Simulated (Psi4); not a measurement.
# NClO (nitrosyl chloride): B2PLYP/cc-pwCVTZ (density fitting, density fitting for correlation, sweep point 5)

Aim: the vertical ionisation energy of NClO (nitrosyl chloride) at B2PLYP/cc-pwCVTZ (density fitting, density fitting for correlation, sweep point 5), from 2 runs. 

Program for the calculation: Psi4 1.11.

## 1. The structure to begin with

The species is NClO (3 atoms), meant as a singlet with charge 0. SMILES: `O=NCl`. The shape is that of a PBE0-D4/def2-TZVP optimisation.

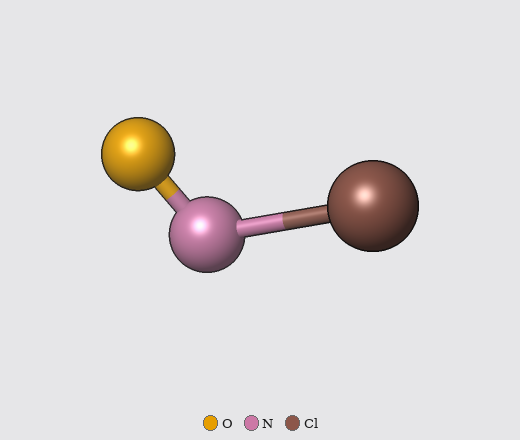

Viewed from a chosen angle; oxygen amber, nitrogen pink, chlorine brown.

## 2. The energy at B2PLYP/cc-pwCVTZ (density fitting, density fitting for correlation, sweep point 5)

Contents of job.inp:

```
memory 1.6 GB

molecule system {
  0 1
  O      1.000080    -0.338330     0.513880
  N      0.052050    -0.599550    -0.035840
  Cl    -1.052130     0.937900    -0.478040
  symmetry c1
}

set globals {
  basis cc-pwCVTZ
  reference rks
  puream true
  scf_type df
  dft_radial_points 99
  dft_spherical_points 590
  num_frozen_docc 0
}

result, w = energy('b2plyp', return_wfn=True)
print_variables()
```

Launch:

```console
$ psi4 -i job.inp -o job.out -n 1
```

job.out:

```text
[...]
  Running in c1 symmetry.
[...]
  Nuclear repulsion =   86.249462462367376
[...]
  Multiplicity = 1
[...]
  Nalpha       = 16
  Nbeta        = 16
[...]
    Number of basis functions: 145
[...]
   @DF-RKS iter   1:  -589.68863734552986   -4.24023e-01   2.75408e-03 DIIS/ADIIS
[...]
   @DF-RKS iter   9:  -589.73838353402630   -9.02581e-08   5.55210e-07 DIIS
[...]
    Orbital Energies [Eh]
    ---------------------
    Doubly Occupied:
       1A   -102.902570     2A    -19.908900     3A    -15.092102
       4A     -9.908964     5A     -7.547717     6A     -7.543062
       7A     -7.542325     8A     -1.473380     9A     -0.950074
      10A     -0.814608    11A     -0.657562    12A     -0.639502
      13A     -0.639088    14A     -0.380183    15A     -0.377019
      16A     -0.356494
[...]
  @DF-RKS Final Energy:  -589.73838353402630
   => Energetics <=
    Nuclear Repulsion Energy =             86.2494624623673758
    One-Electron Energy =                -983.6213353302132418
    Two-Electron Energy =                 328.4434194617792855
    DFT Exchange-Correlation Energy =     -20.8099301279597064
    Empirical Dispersion Energy =           0.0000000000000000
    VV10 Nonlocal Energy =                  0.0000000000000000
    Total Energy =                       -589.7383835340262976
[...]
 Multipole Moments:
 ------------------------------------------------------------------------------------
     Multipole            Electronic (a.u.)      Nuclear  (a.u.)        Total (a.u.)
 ------------------------------------------------------------------------------------
 L = 1.  Multiply by 2.5417464519 to convert [e a0] to [Debye]
 Dipole X            :         -0.2205516            0.7519124            0.5313608
 Dipole Y            :          0.1054243           -0.5940577           -0.4886334
 Dipole Z            :          0.0000000            0.0000000            0.0000000
 Magnitude           :                                                    0.7218773
[...]
```

Run time: 11 s. Hardware: 1 thread of Intel Xeon at 2.70GHz, shared host; peak memory 0.82 GiB.

## 3. The doublet cation at the same level

Contents of calc.in:

```
memory 1600 mb

molecule mol {
  1 2
  O      1.000080    -0.338330     0.513880
  N      0.052050    -0.599550    -0.035840
  Cl    -1.052130     0.937900    -0.478040
  symmetry c1
}

set globals {
  reference            uks
  puream               true
  scf_type             df
  dft_radial_points    99
  dft_spherical_points 590
  num_frozen_docc      0
  maxiter              100
}

E = energy("b2plyp/cc-pwCVTZ")
print_variables()
```

Launch:

```console
$ psi4 calc.in calc.out -n 1
```

calc.out:

```text
[...]
  Running in c1 symmetry.
[...]
  Nuclear repulsion =   86.249462462367376
[...]
  Multiplicity = 2
[...]
  Nalpha       = 16
  Nbeta        = 15
[...]
    Number of basis functions: 145
[...]
   @DF-UKS iter   1:  -589.24301475719949    2.15994e-02   3.03814e-03 DIIS/ADIIS
[...]
   @DF-UKS iter  18:  -589.33678358419888   -4.72874e-07   4.43754e-07 DIIS
[...]
   @S^2 Observed:                8.069980405E-01
[...]
    Orbital Energies [Eh]
    ---------------------
    Alpha Occupied:
       1A   -103.255462     2A    -20.267868     3A    -15.427566
       4A    -10.257138     5A     -7.908308     6A     -7.887690
       7A     -7.886879     8A     -1.802727     9A     -1.285605
      10A     -1.139841    11A     -0.993897    12A     -0.966334
      13A     -0.953433    14A     -0.714187    15A     -0.687772
      16A     -0.687052
    Alpha Virtual:
      17A     -0.376032    18A     -0.336420    19A      0.006102
      20A      0.107408    21A      0.139867    22A      0.141439
      23A      0.156510    24A      0.159111    25A      0.181336
[...]
  @DF-UKS Final Energy:  -589.33678358419888
   => Energetics <=
    Nuclear Repulsion Energy =             86.2494624623673758
    One-Electron Energy =                -973.1735825340263091
    Two-Electron Energy =                 318.2089129639610974
    DFT Exchange-Correlation Energy =     -20.6215764765011222
    Empirical Dispersion Energy =           0.0000000000000000
    VV10 Nonlocal Energy =                  0.0000000000000000
    Total Energy =                       -589.3367835841989972
[...]
 Multipole Moments:
 ------------------------------------------------------------------------------------
     Multipole            Electronic (a.u.)      Nuclear  (a.u.)        Total (a.u.)
 ------------------------------------------------------------------------------------
 L = 1.  Multiply by 2.5417464519 to convert [e a0] to [Debye]
 Dipole X            :         -0.3076036            0.7519124            0.4443088
 Dipole Y            :          0.1630180           -0.5940577           -0.4310397
 Dipole Z            :          0.0000000            0.0000000            0.0000000
 Magnitude           :                                                    0.6190360
[...]
```

Wall time 23 s (1 thread of Intel Xeon at 2.70GHz, shared host); peak memory 0.83 GiB.

## 4. Results

Level: B2PLYP/cc-pwCVTZ (density fitting, density fitting for correlation, sweep point 5).

| quantity | value |
| --- | --- |
| singlet NClO: total energy | -590.07041 Eh |
| singlet NClO: HOMO energy (SCF part's orbitals) | -9.70 eV |
| singlet NClO: LUMO energy (SCF part's orbitals) | -1.82 eV |
| singlet NClO: HOMO–LUMO gap (SCF part's orbitals) | 7.88 eV |
| doublet cation: total energy | -589.65837 Eh |
| doublet cation: HOMO energy (SCF part's orbitals) (highest over α and β) | -18.28 eV |
| doublet cation: LUMO energy (SCF part's orbitals) (lowest over α and β) | -12.17 eV |
| doublet cation: ⟨S²⟩ | 0.807 |
| vertical ionisation energy (to the doublet cation) | 11.212 eV |

Removing an electron at fixed nuclei costs 11.21 eV (1082 kJ/mol). The negative HOMO energy of the first species, 9.70 eV, lies 1.51 eV below that difference.
